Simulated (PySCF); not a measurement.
C5H12Si (SMILES C=C([SiH3])C(C)C)

The calculation's input:

```
{"job": {"kind": "nmr", "xc": "PBE0", "basis": "pcSseg-1"}, "charge": 0, "multiplicity": 1}
C      0.776114    -0.940906     1.774196
C      0.533995    -0.325715     0.623427
Si     1.989761     0.222449    -0.455085
C     -0.886675    -0.072976     0.187198
C     -1.142324     1.422813     0.006555
C     -1.195716    -0.835927    -1.100634
H      1.778596    -1.139760     2.117350
H     -0.015101    -1.276154     2.430029
H      2.812370    -0.949601    -0.768679
H      1.555870     0.833037    -1.714906
H      2.784789     1.206350     0.286166
H     -1.560136    -0.442124     0.971967
H     -0.525037     1.826353    -0.792366
H     -2.187142     1.599994    -0.241226
H     -0.908808     1.958436     0.924187
H     -2.236269    -0.692248    -1.384963
H     -1.018052    -1.900048    -0.960057
H     -0.564995    -0.487656    -1.914816
```

Command:

```sh
OMP_NUM_THREADS=1 python probes_run.py task.json out
```

Geometry: GFN2-xTB.

Level of theory: PBE0/pcSseg-1, SCF density, gas phase, non-relativistic (PySCF).

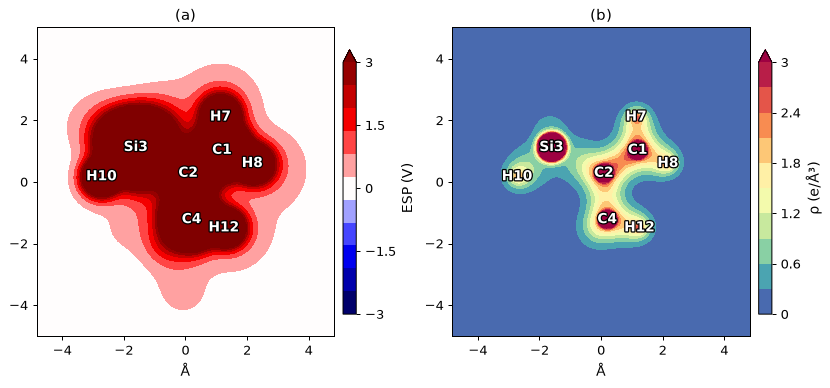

Figure 1. (a) electrostatic potential; (b) electron density on the plane of atoms C2, C1 and H8.

### Describe what can be read from this map.

Atoms in the plane: C, Si and H. C–C (1.33 Å): the density is about 2.3 e/Å³ at the midpoint. C–Si (1.89 Å): ρ at the midpoint is about 0.92 e/Å³. C–H (1.08 Å): ρ is about 2 e/Å³ halfway. C–C (1.51 Å): ρ at the midpoint is about 1.7 e/Å³. Si–H (1.47 Å): ρ at the midpoint is about 0.8 e/Å³. The potential has no marked negative region in this plane.

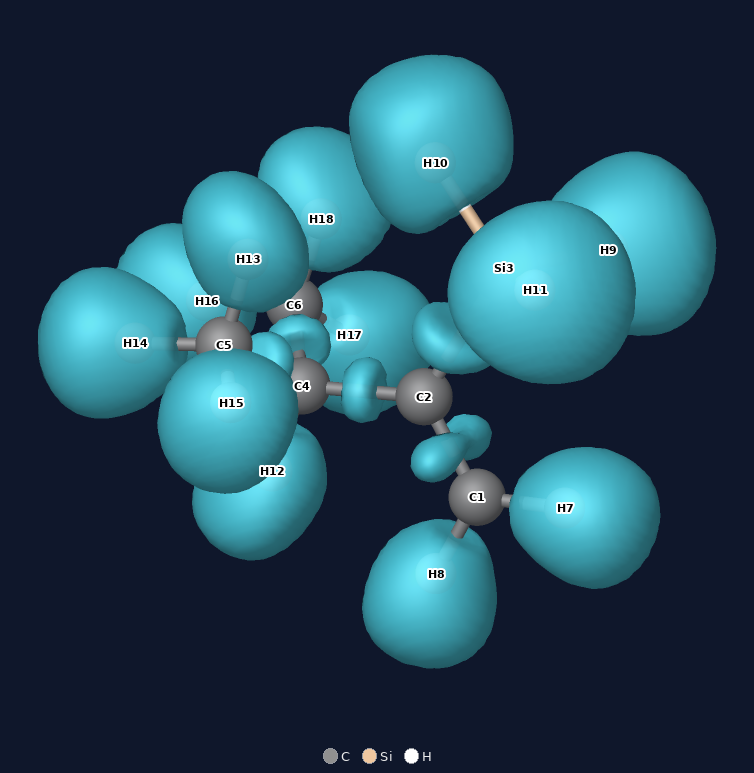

Figure 2. Isosurface of the electron localisation function at 0.85 (cyan), seen at a tilt. Core shells and regions of very low density are left out.

### Identify the bonds, lone pairs and shells in this picture.

The ELF exceeds this value in four regions between bonded C–C atoms (shared pairs), one region between bonded C–Si atoms (shared pairs) and twelve regions around hydrogen nuclei.


C–C (1.33 Å): the ELF peaks at about 0.95 between the atoms; a short, multiple covalent bond. C–Si (1.89 Å): the ELF peaks at about 0.95 between the atoms; localised, covalent bonding.

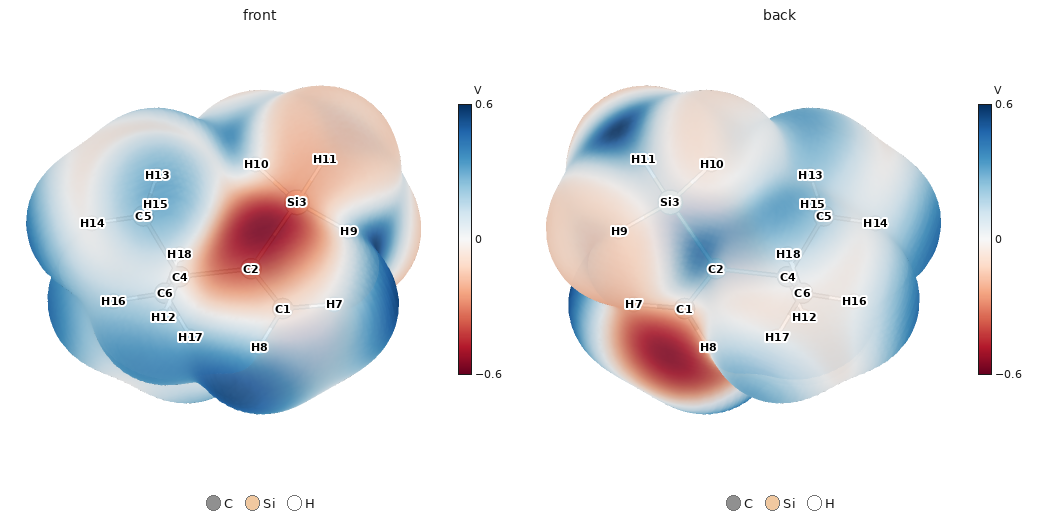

Figure 3. The molecular electrostatic potential painted on the density surface at 0.001 e/bohr³, seen from the front and from behind; red is negative and blue positive.

### Where is the surface potential most negative and most positive?

The most negative region (about −0.5 V) lies over the π face of C1 and C2, the most positive (about +0.5 V) over Si3, H7 and H8.

### How polar is the molecule by this calculation?

Its dipole moment is 0.71 D.
